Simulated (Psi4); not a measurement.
# B2NH5 (SMILES BNB) at B3LYP/6-31G(d) (spherical functions)

Aim: the energy change on altering one bond length of B2NH5 at B3LYP/6-31G* (spherical functions), from 2 runs. 

The calculation is run with Psi4 1.11.

2 further runs of the same task are left out: 2 set aside as unsound or not needed.

**1. The system as given**

The species is B2NH5 (8 atoms), meant as a singlet with charge 0. SMILES: `BNB`. Geometry: relaxed at PBE0-D4/def2-TZVP.

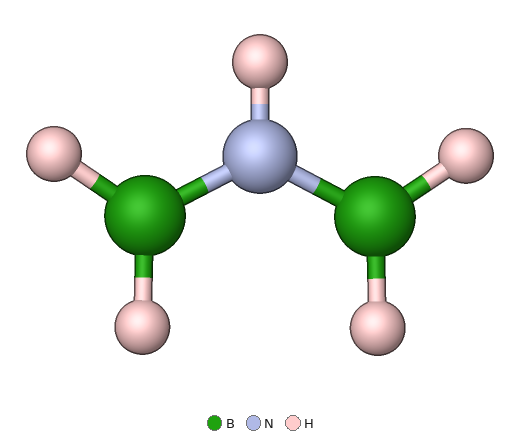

The structure, seen from a chosen angle (boron green, nitrogen light blue, hydrogen pink).

**2. A single-point energy at B3LYP/6-31G(d) (spherical functions)**

File job.py:

```python
import psi4

psi4.set_memory('1600 MB')
psi4.set_num_threads(1)
psi4.set_output_file('b2h5n.out', False)

mol = psi4.geometry("""
0 1
B     -0.828200     0.654900    -0.693300
N      0.260000     0.377700     0.170800
B      0.695200    -0.910900     0.567700
H     -1.449400    -0.261400    -1.140100
H     -1.097800     1.791200    -0.954100
H      0.771000     1.169500     0.536500
H      1.631600    -1.014200     1.305600
H      0.109700    -1.864100     0.150900
units angstrom
symmetry c1
no_reorient
no_com
""")

psi4.set_options({
    'basis': '6-31G*',
    'reference': 'rks',
    'puream': True,
    'e_convergence': 1e-09,
    'd_convergence': 1e-08,
    'scf_type': 'pk',
    'dft_radial_points': 99,
    'dft_spherical_points': 590,
})

energy_value, wavefunction = psi4.energy("b3lyp", return_wfn=True)
psi4.oeprop(wavefunction, "WIBERG_LOWDIN_INDICES", "MAYER_INDICES", "LOWDIN_CHARGES")
print(f'b3lyp energy: {energy_value:.10f} Eh')
for k, v in sorted(psi4.core.scalar_variables().items()):
    print(f'{k:45s} {v:18.10f}')
```

On the command line:

```console
$ python job.py
```

b2h5n.out (excerpt; [...] marks lines left out):

```text
[...]
  Running in c1 symmetry.
[...]
  Nuclear repulsion =   58.239730875990219
[...]
  Multiplicity = 1
[...]
  Nalpha       = 11
  Nbeta        = 11
[...]
    Number of basis functions: 52
[...]
   @RKS iter   1:  -107.30900599769780   -5.24417e-01   1.24333e-02 ADIIS/DIIS
[...]
   @RKS iter   9:  -107.51143667432893   -7.43228e-12   3.35185e-09 DIIS
[...]
    Orbital Energies [Eh]
    ---------------------
    Doubly Occupied:
       1A    -14.337901     2A     -6.751226     3A     -6.751208
       4A     -0.880322     5A     -0.540199     6A     -0.537285
       7A     -0.429369     8A     -0.387572     9A     -0.336551
      10A     -0.334032    11A     -0.323834
[...]
  @RKS Final Energy:  -107.51143667432893
   => Energetics <=
    Nuclear Repulsion Energy =             58.2397308759902188
    One-Electron Energy =                -258.4077945580503410
    Two-Electron Energy =                 106.3726623507469924
    DFT Exchange-Correlation Energy =     -13.7160353430158128
    Empirical Dispersion Energy =           0.0000000000000000
    VV10 Nonlocal Energy =                  0.0000000000000000
    Total Energy =                       -107.5114366743289338
[...]
 Multipole Moments:
 ------------------------------------------------------------------------------------
     Multipole            Electronic (a.u.)      Nuclear  (a.u.)        Total (a.u.)
 ------------------------------------------------------------------------------------
 L = 1.  Multiply by 2.5417464519 to convert [e a0] to [Debye]
 Dipole X            :         -1.8465459            2.1166822            0.2701363
 Dipole Y            :         -1.8202637            2.2391365            0.4188727
 Dipole Z            :         -0.6879990            0.8813683            0.1933693
 Magnitude           :                                                    0.5346211
[...]
```

The script printed:

```text
b3lyp energy: -107.5114366743 Eh
CURRENT ENERGY                                   -107.5114366743
CURRENT REFERENCE ENERGY                         -107.5114366743
DD SOLVATION ENERGY                                 0.0000000000
DFT FUNCTIONAL TOTAL ENERGY                      -107.5114366743
DFT TOTAL ENERGY                                 -107.5114366743
DFT VV10 ENERGY                                     0.0000000000
DFT XC ENERGY                                     -13.7160353430
GRID ELECTRONS ALPHA                               11.0000002328
GRID ELECTRONS BETA                                11.0000002328
GRID ELECTRONS TOTAL                               22.0000004656
NUCLEAR REPULSION ENERGY                           58.2397308760
ONE-ELECTRON ENERGY                              -258.4077945581
PCM POLARIZATION ENERGY                             0.0000000000
PE ENERGY                                           0.0000000000
SCF ITERATION ENERGY                             -107.5114366743
SCF ITERATIONS                                      9.0000000000
SCF TOTAL ENERGY                                 -107.5114366743
TWO-ELECTRON ENERGY                               106.3726623507
XC GRID RADIAL POINTS                              99.0000000000
XC GRID SPHERICAL POINTS                          590.0000000000
XC GRID TOTAL POINTS                           441210.0000000000
```

Run time: 6.3 s. Hardware: 1 thread of Intel Xeon 6975P-C (Granite Rapids), shared host; peak memory 0.88 GiB.

**3. The distorted shape: energy and forces at B3LYP/6-31G(d) (spherical functions)**

File input.in:

```
memory 1600 MB

molecule {
  0 1
  B
  N 1 1.416929
  B 2 1.416834 1 125.77932
  H 1 1.193786 2 118.53672 3 -0.01522
  H 1 1.5556 4 122.00957 2 179.97568
  H 2 1.010844 3 117.11571 1 179.99444
  H 3 1.196667 2 119.44614 6 0.00447
  H 3 1.193785 7 122.01561 2 -179.98576
  symmetry c1
  no_reorient
  no_com
}

set {
  puream               true
  e_convergence        1e-09
  d_convergence        1e-08
  scf_type             pk
  dft_radial_points    99
  dft_spherical_points 590
}

e, wfn = gradient("b3lyp/6-31G*", return_wfn=True)
oeprop(wfn, "MAYER_INDICES", "MULLIKEN_CHARGES", "QUADRUPOLE", title="B3LYP")
```

On the command line:

```console
$ psi4 -i input.in -o input.out -n 1
```

input.out (excerpt; [...] marks lines left out):

```text
[...]
  Running in c1 symmetry.
[...]
  Nuclear repulsion =   57.401126592731501
[...]
  Multiplicity = 1
[...]
  Nalpha       = 11
  Nbeta        = 11
[...]
    Number of basis functions: 52
[...]
   @RKS iter   1:  -107.27586666953820   -5.61532e-01   1.25257e-02 ADIIS/DIIS
[...]
   @RKS iter  10:  -107.47849194468763   -1.54898e-12   5.03730e-09 DIIS
[...]
  @RKS Final Energy:  -107.47849194468763
   => Energetics <=
    Nuclear Repulsion Energy =             57.4011265927315009
    One-Electron Energy =                -256.6078126195313303
    Two-Electron Energy =                 105.3763788707386766
    DFT Exchange-Correlation Energy =     -13.6481847886264713
    Empirical Dispersion Energy =           0.0000000000000000
    VV10 Nonlocal Energy =                  0.0000000000000000
    Total Energy =                       -107.4784919446876330
[...]
  -Total Gradient:
     Atom            X                  Y                   Z
    ------   -----------------  -----------------  -----------------
       1       -0.000039444102    -0.054912908960     0.032705650986
       2        0.000006295413    -0.006219299598     0.005854737280
       3        0.000019627719     0.006134616902    -0.003216568453
       4        0.000011386064    -0.003897500376     0.002989626677
       5        0.000017627796     0.063409882289    -0.036437351803
       6       -0.000000976637    -0.004171803128    -0.001930197596
       7       -0.000007293164    -0.000129553450     0.000528960065
       8       -0.000007229175    -0.000209916492    -0.000496431750
[...]
  Mulliken Charges: (a.u.)
   Center  Symbol    Alpha    Beta     Spin     Total
       1     B     2.42461  2.42461  0.00000  0.15077
       2     N     3.72245  3.72245  0.00000 -0.44490
       3     B     2.43970  2.43970  0.00000  0.12060
       4     H     0.50765  0.50765  0.00000 -0.01529
       5     H     0.54687  0.54687  0.00000 -0.09373
       6     H     0.33381  0.33381  0.00000  0.33237
       7     H     0.51456  0.51456  0.00000 -0.02912
       8     H     0.51035  0.51035  0.00000 -0.02069
   Total alpha = 11.00000, Total beta = 11.00000, Total charge = -0.00000
[...]
```

Run time: 8.1 s. Hardware: 1 thread of Intel Xeon 6975P-C (Granite Rapids), shared host; peak memory 0.88 GiB.

**4. Summary of results**

At B3LYP/6-31G* (spherical functions):

| quantity | value |
| --- | --- |
| first shape: total energy | -107.51144 Eh |
| first shape: dipole moment | 1.36 D |
| first shape: HOMO energy | -8.81 eV |
| first shape: LUMO energy | -1.15 eV |
| first shape: HOMO–LUMO gap | 7.66 eV |
| distorted shape: total energy | -107.47849 Eh |
| distorted shape: dipole moment | 1.22 D |
| distorted shape: HOMO energy | -8.18 eV |
| distorted shape: LUMO energy | -1.31 eV |
| distorted shape: HOMO–LUMO gap | 6.87 eV |
| distorted shape: largest force on an atom | 3.761 eV/Å |
| energy change with the B1–H5 bond stretched from 1.197 to 1.556 Å | 0.896 eV |

**Reading.** With the B1–H5 bond stretched from 1.197 to 1.556 Å the energy rises by 0.90 eV (20.7 kcal/mol). The first shape isn't relaxed at this level, so the change isn't measured from a minimum.
